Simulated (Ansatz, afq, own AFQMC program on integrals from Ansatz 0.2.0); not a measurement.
# BH₃+ (doublet): AFQMC on the coupled-cluster ladder at distance B1–H2 = 1.378 Å, cc-pVDZ

Aim: compute BH₃+ (doublet) with auxiliary-field quantum Monte Carlo on the same integrals as coupled cluster, and set the energies side by side.

Program: Ansatz 0.2.0, Gaussian basis, and an in-house AFQMC program (afq) on its integrals; all values are calculated. Level of theory: cc-pVDZ, frozen cores. These are calculated values, not measurements.

To be run: Full CI; PBE (unrestricted); r2SCAN (unrestricted); PBE0 (unrestricted); B3LYP (unrestricted); wB97M-V (unrestricted); B2PLYP (unrestricted); CCSD(T) on UHF; Full CI; Full CI (quartet); CCSDT(Q) on UHF; Phaseless AFQMC, CISD trial on UHF; Phaseless AFQMC, single-determinant trial on UHF; Free-projection AFQMC, CISD trial on UHF; Phaseless AFQMC, CISD trial on UHF; Free-projection AFQMC, CID trial on UHF.

2 further runs of the same task are left out: 2 that didn't finish.

## (1) The system

The geometry derives from a PBE0/def2-TZVP stationary point (not a proven minimum). One bond is set to the value named and the two fragments are kept rigid.

4 atoms, charge 1, spin multiplicity 2.

Atoms are counted from 1 here; the program's logs count them from 0.

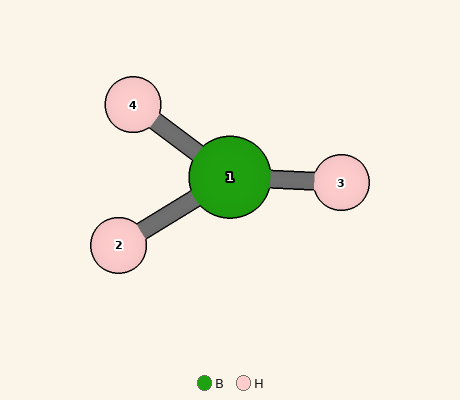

The structure; boron green, hydrogen pink; atoms are numbered from 1 in the order of the file.

## (2) Full CI

The input, in.yaml:

```yaml
crystal:
  periodic: [false, false, false]
  atoms:
    - {symbol: B, position_ang: [0.000000, -0.004188, 0.074295]}
    - {symbol: H, position_ang: [0.000000, 0.771086, -1.064930]}
    - {symbol: H, position_ang: [0.000000, -0.004188, 1.248509]}
    - {symbol: H, position_ang: [0.000000, -0.721972, -0.980451]}
basis:
  gaussian: {orbitals: cc-pVDZ}
total_charge: 1
magnetization: {spin_polarized: false, initial_magnetization: 1}
correlation: {method: fci, electrons: outside_noble_gas}
```

Command:

```console
> ansatz run in.yaml --threads 1 --pin off --events-out ev --progress --plain --max-ram 1382MiB
```

What it wrote:

```text
Functional definition: HF
  name "HF"
  cite "Fock, Z. Phys. 61, 126 (1930) doi:10.1007/BF01340294"
  parent pbe
  exchange = exact_x
  correlation = 0
520 factors; integrals over basis functions are off by at most 1.9e-7 eV
mean field evaluation 1: about -706.3487 eV, gradient 8.6e0 eV
mean field evaluation 2: about -706.3485 eV, gradient 8.6e0 eV
mean field evaluation 4: about -706.7619 eV, gradient 3.4e-1 eV
mean field evaluation 8: about -706.7634 eV, gradient 3.1e-4 eV
mean field -706.76342784 eV, -25.9730769118 hartree, gradient 1.7e-6 eV, S^2 0.750000; 0 other end points of the search recorded, 0 dependent functions left out
mean field evaluation 16: about -706.8758 eV, gradient 5.0e-1 eV
1 core orbitals not correlated: weight in the atoms' cores, before any rotation towards them, 1.000 or more for the frozen orbitals, at most 0.000 for the correlated occupied ones
reference -706.76342784 eV, -25.9730769118 hartree; 3, 2 occupied and 25, 26 virtual orbitals, 520 factors
state -709.37367358 eV, -26.0690016734 hartree
Total energy: -709.37367358 eV, -26.0690016734 hartree
```

It took 5.5 s on 1 thread of Arm Neoverse N1, shared host.

From the report: 630,336 determinants, symmetry A'.

## (3) PBE (unrestricted)

in.yaml: that of step 2 with these lines changed.

```diff
@@ -10,3 +10,4 @@
 total_charge: 1
-magnetization: {spin_polarized: false, initial_magnetization: 1}
-correlation: {method: fci, electrons: outside_noble_gas}
+magnetization: {spin_polarized: true, initial_magnetization: 1}
+hamiltonian: {xc: {name: PBE}}
+output: {orbitals: {seedname: orbitals}}
```

Same command.

What it wrote:

```text
Functional definition: PBE
  name "PBE"
  cite "Perdew, Burke & Ernzerhof, Phys. Rev. Lett. 77, 3865 (1996) doi:10.1103/PhysRevLett.77.3865"
  parent pbe
  parameter kappa = 0.804
  parameter beta = 0.06672455060314922
  exchange = pbe_x(kappa = kappa, mu = beta*pi^2/3)
  correlation = pbe_c(beta = beta)
328 factors; their error is unknown
mean field evaluation 1: about -709.3341 eV, gradient 1.1e1 eV
mean field evaluation 2: about -709.8959 eV, gradient 8.0e0 eV
mean field evaluation 4: about -710.4401 eV, gradient 1.6e-1 eV
mean field evaluation 8: about -710.4216 eV, gradient 9.2e-3 eV
mean field -710.42158217 eV, -26.1075116038 hartree, gradient 2.4e-5 eV, S^2 0.753194; 0 other end points of the search recorded, 0 dependent functions left out
reference -710.42160910 eV, -26.1075125935 hartree; 4, 3 occupied and 25, 26 virtual orbitals, 328 factors
Total energy: -710.42160910 eV, -26.1075125935 hartree
```

It took 0.66 s on 1 thread of Arm Neoverse N1, shared host.

From the report: ⟨S²⟩ of the determinant 0.753 (pure doublet: 0.75).

## (4) r2SCAN (unrestricted)

in.yaml: that of step 3 with these lines changed.

```diff
@@ -11,3 +11,2 @@
 magnetization: {spin_polarized: true, initial_magnetization: 1}
-hamiltonian: {xc: {name: PBE}}
-output: {orbitals: {seedname: orbitals}}
+hamiltonian: {xc: {name: r2SCAN}}
```

Launched as before.

What it wrote:

```text
Functional definition: r2SCAN
  name "r2SCAN"
  cite "Furness, Kaplan, Ning, Perdew & Sun, J. Phys. Chem. Lett. 11, 8208 (2020) doi:10.1021/acs.jpclett.0c02405"
  cite "Furness, Kaplan, Ning, Perdew & Sun, J. Phys. Chem. Lett. 11, 9248 (2020) doi:10.1021/acs.jpclett.0c03077"
  parent r2scan
  parameter k0 = 0.174
  parameter k1 = 0.065
  parameter a1 = 4.9479
  exchange = r2scan_x(k0 = k0, k1 = k1, a1 = a1)
  correlation = r2scan_c
328 factors; their error is unknown
mean field evaluation 1: about -710.5656 eV, gradient 9.3e0 eV
mean field evaluation 2: about -711.0703 eV, gradient 5.5e0 eV
mean field evaluation 4: about -711.3188 eV, gradient 1.3e-1 eV
mean field evaluation 8: about -711.3009 eV, gradient 1.3e-2 eV
mean field -711.30091801 eV, -26.1398265998 hartree, gradient 6.6e-5 eV, S^2 0.756362; 0 other end points of the search recorded, 0 dependent functions left out
reference -711.30092664 eV, -26.1398269169 hartree; 4, 3 occupied and 25, 26 virtual orbitals, 328 factors
Total energy: -711.30092664 eV, -26.1398269169 hartree
```

Run time: 1.6 s. Hardware: 1 thread of Arm Neoverse N1, shared host.

From the report: ⟨S²⟩ of the determinant 0.756 (pure doublet: 0.75).

## (5) PBE0 (unrestricted)

in.yaml: that of step 4 with these lines changed.

```diff
@@ -11,2 +11,3 @@
 magnetization: {spin_polarized: true, initial_magnetization: 1}
-hamiltonian: {xc: {name: r2SCAN}}
+hamiltonian: {xc: {name: PBE0}}
+output: {orbitals: {seedname: orbitals}}
```

The command is unchanged.

What it wrote:

```text
Functional definition: PBE0
  name "PBE0"
  cite "Adamo & Barone, J. Chem. Phys. 110, 6158 (1999) doi:10.1063/1.478522"
  cite "Perdew, Burke & Ernzerhof, Phys. Rev. Lett. 77, 3865 (1996) doi:10.1103/PhysRevLett.77.3865"
  parent pbe
  parameter a = 0.25
  parameter kappa = 0.804
  parameter beta = 0.06672455060314922
  exchange = (1 - a)*pbe_x(kappa = kappa, mu = beta*pi^2/3) + a*exact_x
  correlation = pbe_c(beta = beta)
328 factors; their error is unknown
mean field evaluation 1: about -710.1884 eV, gradient 8.1e0 eV
mean field evaluation 2: about -710.6290 eV, gradient 3.8e0 eV
mean field evaluation 4: about -710.7420 eV, gradient 8.1e-2 eV
mean field evaluation 8: about -710.7287 eV, gradient 2.4e-3 eV
mean field -710.72872744 eV, -26.1187989842 hartree, gradient 2.9e-5 eV, S^2 0.754197; 0 other end points of the search recorded, 0 dependent functions left out
reference -710.72874767 eV, -26.1187997275 hartree; 4, 3 occupied and 25, 26 virtual orbitals, 328 factors
Total energy: -710.72874767 eV, -26.1187997275 hartree
```

Run time: 0.66 s. Hardware: 1 thread of Arm Neoverse N1, shared host.

From the report: ⟨S²⟩ of the determinant 0.754 (pure doublet: 0.75).

## (6) B3LYP (unrestricted)

in.yaml: that of step 5 with these lines changed.

```diff
@@ -11,3 +11,2 @@
 magnetization: {spin_polarized: true, initial_magnetization: 1}
-hamiltonian: {xc: {name: PBE0}}
-output: {orbitals: {seedname: orbitals}}
+hamiltonian: {xc: {name: B3LYP}}
```

Launched as before.

What it wrote:

```text
Functional definition: B3LYP
  name "B3LYP"
  cite "Stephens, Devlin, Chabalowski & Frisch, J. Phys. Chem. 98, 11623 (1994) doi:10.1021/j100096a001"
  cite "Becke, Phys. Rev. A 38, 3098 (1988) doi:10.1103/PhysRevA.38.3098"
  cite "Lee, Yang & Parr, Phys. Rev. B 37, 785 (1988) doi:10.1103/PhysRevB.37.785"
  cite "Vosko, Wilk & Nusair, Can. J. Phys. 58, 1200 (1980) doi:10.1139/p80-159"
  parameter a0 = 0.2
  parameter ax = 0.72
  parameter ac = 0.81
  exchange = (1 - a0 - ax)*slater_x + ax*b88_x + a0*exact_x
  correlation = (1 - ac)*vwn_rpa_c + ac*lyp_c
328 factors; their error is unknown
mean field evaluation 1: about -711.4018 eV, gradient 8.9e0 eV
mean field evaluation 2: about -711.9241 eV, gradient 4.6e0 eV
mean field evaluation 4: about -712.0948 eV, gradient 8.3e-2 eV
mean field evaluation 8: about -712.0805 eV, gradient 2.1e-3 eV
mean field -712.08050038 eV, -26.1684757235 hartree, gradient 2.3e-5 eV, S^2 0.753535; 0 other end points of the search recorded, 0 dependent functions left out
reference -712.08066851 eV, -26.1684819021 hartree; 4, 3 occupied and 25, 26 virtual orbitals, 328 factors
Total energy: -712.08066851 eV, -26.1684819021 hartree
```

It took 0.66 s on 1 thread of Arm Neoverse N1, shared host.

From the report: ⟨S²⟩ of the determinant 0.754 (pure doublet: 0.75).

## (7) wB97M-V (unrestricted)

in.yaml: that of step 6 with these lines changed.

```diff
@@ -11,2 +11,3 @@
 magnetization: {spin_polarized: true, initial_magnetization: 1}
-hamiltonian: {xc: {name: B3LYP}}
+hamiltonian: {xc: {name: wB97M-V}}
+output: {orbitals: {seedname: orbitals}}
```

The command is unchanged.

What it wrote:

```text
Functional definition: wB97M-V
  name "wB97M-V"
  cite "Mardirossian & Head-Gordon, J. Chem. Phys. 144, 214110 (2016) doi:10.1063/1.4952647"
  cite "Becke, J. Chem. Phys. 107, 8554 (1997) doi:10.1063/1.475007"
  cite "Vydrov & Van Voorhis, J. Chem. Phys. 133, 244103 (2010) doi:10.1063/1.3521275"
  # Of w^i u^j: cxij and so on, Table III.
  parameter omega = 0.3/bohr
  parameter cx = 0.15
  parameter cx01 = 1.007
  parameter cx10 = 0.259
  parameter css00 = 0.443
  parameter css04 = -1.437
  parameter css10 = -4.535
  parameter css20 = -3.390
  parameter css43 = 4.278
  parameter cos00 = 1.000
  parameter cos10 = 1.358
  parameter cos20 = 2.924
  parameter cos21 = -8.812
  parameter cos60 = -1.390
  parameter cos61 = 9.142
  parameter b = 6.0
  parameter c = 0.01
  gx(w, u) = 1 - cx + cx01*u + cx10*w
  gss(w, u) = css00 + css04*u^4 + css10*w + css20*w^2 + css43*w^4*u^3
  gos(w, u) = cos00 + cos10*w + (cos20 + cos21*u)*w^2 + (cos60 + cos61*u)*w^6
  exchange = spin_sum(e_x_unif_sr(omega)*gx(b97_w, b97_u_x)) + cx*exact_x_sr(omega) + exact_x_lr(omega)
  correlation = spin_sum(e_c_pw_mod_same_spin*gss(b97_w, b97_u_same))
      + integral(e_c_pw_mod_opposite_spin*gos(b97_w_opposite, b97_u_opposite)) + vv10(b, c)
328 factors; their error is unknown
106 factors; integrals over basis functions are off by at most 1.5e-5 eV
mean field evaluation 1: about -710.7850 eV, gradient 5.6e0 eV
mean field evaluation 2: about -711.0180 eV, gradient 1.2e0 eV
mean field evaluation 4: about -711.0296 eV, gradient 6.1e-2 eV
mean field evaluation 8: about -711.0158 eV, gradient 1.0e-3 eV
mean field -711.01584844 eV, -26.1293504865 hartree, gradient 2.3e-5 eV, S^2 0.751966; 0 other end points of the search recorded, 0 dependent functions left out
reference -711.01587710 eV, -26.1293515395 hartree; 4, 3 occupied and 25, 26 virtual orbitals, 328 factors
Total energy: -711.01587710 eV, -26.1293515395 hartree
```

Wall time 2.3 s (1 thread of Arm Neoverse N1, shared host).

From the report: ⟨S²⟩ of the determinant 0.752 (pure doublet: 0.75).

## (8) B2PLYP (unrestricted)

in.yaml: that of step 7 with these lines changed.

```diff
@@ -11,3 +11,3 @@
 magnetization: {spin_polarized: true, initial_magnetization: 1}
-hamiltonian: {xc: {name: wB97M-V}}
-output: {orbitals: {seedname: orbitals}}
+hamiltonian: {xc: {name: B2PLYP}}
+correlation: {electrons: outside_noble_gas}
```

The command is unchanged.

What it wrote:

```text
Functional definition: B2PLYP
  name "B2PLYP"
  cite "Grimme, J. Chem. Phys. 124, 034108 (2006) doi:10.1063/1.2148954"
  cite "Becke, Phys. Rev. A 38, 3098 (1988) doi:10.1103/PhysRevA.38.3098"
  cite "Lee, Yang & Parr, Phys. Rev. B 37, 785 (1988) doi:10.1103/PhysRevB.37.785"
  parameter a = 0.53
  parameter c = 0.27
  exchange = (1 - a)*b88_x + a*exact_x
  correlation = (1 - c)*lyp_c + c*(mp2_os + mp2_ss)
261 factors; integrals over basis functions are off by at most 1.2e-3 eV
mean field evaluation 1: about -709.8915 eV, gradient 6.3e0 eV
mean field evaluation 2: about -709.8902 eV, gradient 6.3e0 eV
mean field evaluation 4: about -710.2269 eV, gradient 4.1e-1 eV
mean field evaluation 8: about -710.2294 eV, gradient 6.6e-3 eV
mean field evaluation 16: about -710.2294 eV, gradient 1.8e-6 eV
mean field -710.22937475 eV, -26.1004481114 hartree, gradient 1.8e-6 eV, S^2 0.755887; 0 other end points of the search recorded, 0 dependent functions left out
1 core orbitals not correlated: weight in the atoms' cores, before any rotation towards them, 1.000 or more for the frozen orbitals, at most 0.000 for the correlated occupied ones
reference -710.22948143 eV, -26.1004520319 hartree; 3, 2 occupied and 25, 26 virtual orbitals, 261 factors
second order -2.30611089 eV of doubles, -0.00000000 eV of singles
Total energy: -710.85213137 eV, -26.1233339951 hartree
```

Run time: 0.79 s. Hardware: 1 thread of Arm Neoverse N1, shared host.

From the report: ⟨S²⟩ of the determinant 0.756 (pure doublet: 0.75).

## (9) CCSD(T) on UHF

in.yaml: that of step 8 with these lines changed.

```diff
@@ -11,3 +11,2 @@
 magnetization: {spin_polarized: true, initial_magnetization: 1}
-hamiltonian: {xc: {name: B2PLYP}}
-correlation: {electrons: outside_noble_gas}
+correlation: {method: ccsd_t, electrons: outside_noble_gas, hamiltonian_folder: ham}
```

Same command.

What it wrote:

```text
Functional definition: HF
  name "HF"
  cite "Fock, Z. Phys. 61, 126 (1930) doi:10.1007/BF01340294"
  parent pbe
  exchange = exact_x
  correlation = 0
261 factors; integrals over basis functions are off by at most 1.2e-3 eV
mean field evaluation 1: about -706.3777 eV, gradient 7.1e0 eV
mean field evaluation 2: about -706.3774 eV, gradient 7.1e0 eV
mean field evaluation 4: about -706.8758 eV, gradient 5.0e-1 eV
mean field evaluation 8: about -706.8814 eV, gradient 1.5e-3 eV
mean field evaluation 16: about -706.8818 eV, gradient 2.5e-2 eV
mean field -706.88142686 eV, -25.9774132956 hartree, gradient 1.9e-6 eV, S^2 0.760682; 1 other end points of the search recorded, 0 dependent functions left out
1 core orbitals not correlated: weight in the atoms' cores, before any rotation towards them, 1.000 or more for the frozen orbitals, at most 0.000 for the correlated occupied ones
reference -706.88142686 eV, -25.9774132956 hartree; 3, 2 occupied and 25, 26 virtual orbitals, 261 factors
second order -1.85870654 eV of doubles, -0.00000000 eV of singles
cycle   1  -2.27011632 eV  change   -4.1e-1 eV  update   4.6e-2
cycle   2  -2.43613563 eV  change   -1.7e-1 eV  update   1.8e-2
cycle   3  -2.44326181 eV  change   -7.1e-3 eV  update   5.0e-3
cycle   4  -2.44467799 eV  change   -1.4e-3 eV  update   1.7e-3
cycle   5  -2.44435521 eV  change    3.2e-4 eV  update   5.4e-4
cycle   6  -2.44440989 eV  change   -5.5e-5 eV  update   2.8e-4
cycle   7  -2.44453363 eV  change   -1.2e-4 eV  update   1.4e-4
cycle   8  -2.44444780 eV  change    8.6e-5 eV  update   4.6e-5
cycle   9  -2.44447172 eV  change   -2.4e-5 eV  update   1.6e-5
cycle  10  -2.44447121 eV  change    5.1e-7 eV  update   4.9e-6
perturbative correction -0.03560284 eV, -0.0013083804 hartree
Total energy: -709.36150092 eV, -26.0685543362 hartree
```

Run time: 0.54 s. Hardware: 1 thread of Arm Neoverse N1, shared host.

From the report: ⟨S²⟩ of the determinant 0.761 (pure doublet: 0.75); correlation -2.4801 eV; T1 0.011; largest double amplitude 0.05.

This run also writes the integrals to the folder ham.

## (10) Full CI

The input, in.yaml:

```yaml
hamiltonian:
  integrals:
    folder: ../ham
correlation: {method: fci}
```

Same command.

What it wrote:

```text
Functional definition: HF
  name "HF"
  cite "Fock, Z. Phys. 61, 126 (1930) doi:10.1007/BF01340294"
  parent pbe
  exchange = exact_x
  correlation = 0
reference -706.88142686 eV, -25.9774132956 hartree; 3, 2 occupied and 25, 26 virtual orbitals, 261 factors
state -709.37387587 eV, -26.0690091075 hartree
Total energy: -709.37387587 eV, -26.0690091075 hartree
```

It took 31 s on 1 thread of Arm Neoverse N1, shared host.

From the report: 630,336 determinants.

## (11) Full CI (quartet)

The input, in.yaml:

```yaml
crystal:
  periodic: [false, false, false]
  atoms:
    - {symbol: B, position_ang: [0.000000, -0.004188, 0.074295]}
    - {symbol: H, position_ang: [0.000000, 0.771086, -1.064930]}
    - {symbol: H, position_ang: [0.000000, -0.004188, 1.248509]}
    - {symbol: H, position_ang: [0.000000, -0.721972, -0.980451]}
basis:
  gaussian: {orbitals: cc-pVDZ}
total_charge: 1
magnetization: {spin_polarized: false, initial_magnetization: 3}
correlation: {method: fci, electrons: outside_noble_gas}
```

Same command.

What it wrote:

```text
Functional definition: HF
  name "HF"
  cite "Fock, Z. Phys. 61, 126 (1930) doi:10.1007/BF01340294"
  parent pbe
  exchange = exact_x
  correlation = 0
521 factors; integrals over basis functions are off by at most 1.8e-7 eV
mean field evaluation 1: about -699.8137 eV, gradient 1.0e1 eV
mean field evaluation 2: about -699.8153 eV, gradient 1.0e1 eV
mean field evaluation 4: about -700.5832 eV, gradient 1.1e0 eV
mean field evaluation 8: about -700.6974 eV, gradient 3.1e-1 eV
mean field -700.70345356 eV, -25.7503769646 hartree, gradient 1.1e-6 eV, S^2 3.750000; 0 other end points of the search recorded, 0 dependent functions left out
mean field evaluation 16: about -699.9349 eV, gradient 8.3e0 eV
1 core orbitals not correlated: weight in the atoms' cores, before any rotation towards them, 1.000 or more for the frozen orbitals, at most 0.000 for the correlated occupied ones
reference -700.70345356 eV, -25.7503769646 hartree; 4, 1 occupied and 24, 27 virtual orbitals, 521 factors
state -703.02439525 eV, -25.8356699983 hartree
Total energy: -703.02439525 eV, -25.8356699983 hartree
```

It took 14 s on 1 thread of Arm Neoverse N1, shared host.

From the report: 283,955 determinants, symmetry A''.

## (12) CCSDT(Q) on UHF

in.yaml: that of step 11 with these lines changed.

```diff
@@ -10,3 +10,3 @@
 total_charge: 1
-magnetization: {spin_polarized: false, initial_magnetization: 3}
-correlation: {method: fci, electrons: outside_noble_gas}
+magnetization: {spin_polarized: true, initial_magnetization: 1}
+correlation: {method: ccsdt_q, electrons: outside_noble_gas}
```

The command is unchanged.

What it wrote:

```text
Functional definition: HF
  name "HF"
  cite "Fock, Z. Phys. 61, 126 (1930) doi:10.1007/BF01340294"
  parent pbe
  exchange = exact_x
  correlation = 0
520 factors; integrals over basis functions are off by at most 1.9e-7 eV
mean field evaluation 1: about -706.3777 eV, gradient 7.1e0 eV
mean field evaluation 2: about -706.3774 eV, gradient 7.1e0 eV
mean field evaluation 4: about -706.8758 eV, gradient 5.0e-1 eV
mean field evaluation 8: about -706.8814 eV, gradient 1.5e-3 eV
mean field evaluation 16: about -706.8818 eV, gradient 2.5e-2 eV
mean field -706.88142667 eV, -25.9774132887 hartree, gradient 1.9e-6 eV, S^2 0.760682; 1 other end points of the search recorded, 0 dependent functions left out
1 core orbitals not correlated: weight in the atoms' cores, before any rotation towards them, 1.000 or more for the frozen orbitals, at most 0.000 for the correlated occupied ones
reference -706.88142667 eV, -25.9774132887 hartree; 3, 2 occupied and 25, 26 virtual orbitals, 520 factors
second order -1.85871587 eV of doubles, -0.00000000 eV of singles
cycle   1  -2.27010780 eV  change   -4.1e-1 eV  update   4.8e-2
cycle   2  -2.47699391 eV  change   -2.1e-1 eV  update   2.0e-2
cycle   3  -2.48980283 eV  change   -1.3e-2 eV  update   5.9e-3
cycle   4  -2.49201865 eV  change   -2.2e-3 eV  update   2.1e-3
cycle   5  -2.49147986 eV  change    5.4e-4 eV  update   9.2e-4
cycle   6  -2.49158433 eV  change   -1.0e-4 eV  update   4.0e-4
cycle   7  -2.49178597 eV  change   -2.0e-4 eV  update   1.8e-4
cycle   8  -2.49172733 eV  change    5.9e-5 eV  update   8.0e-5
cycle   9  -2.49170964 eV  change    1.8e-5 eV  update   3.6e-5
cycle  10  -2.49172621 eV  change   -1.7e-5 eV  update   1.5e-5
cycle  11  -2.49172500 eV  change    1.2e-6 eV  update   5.2e-6
cycle  12  -2.49172229 eV  change    2.7e-6 eV  update   1.9e-6
cycle  13  -2.49172025 eV  change    2.0e-6 eV  update   6.5e-7
cycle  14  -2.49172018 eV  change    7.6e-8 eV  update   2.4e-7
perturbative correction -0.00057818 eV, -0.0000212476 hartree
Total energy: -709.37372502 eV, -26.0690035638 hartree
```

It took 4.4 s on 1 thread of Arm Neoverse N1, shared host.

From the report: ⟨S²⟩ of the determinant 0.761 (pure doublet: 0.75); correlation -2.4923 eV; T1 0.011; largest double amplitude 0.05.

[end of part 1 of 2]
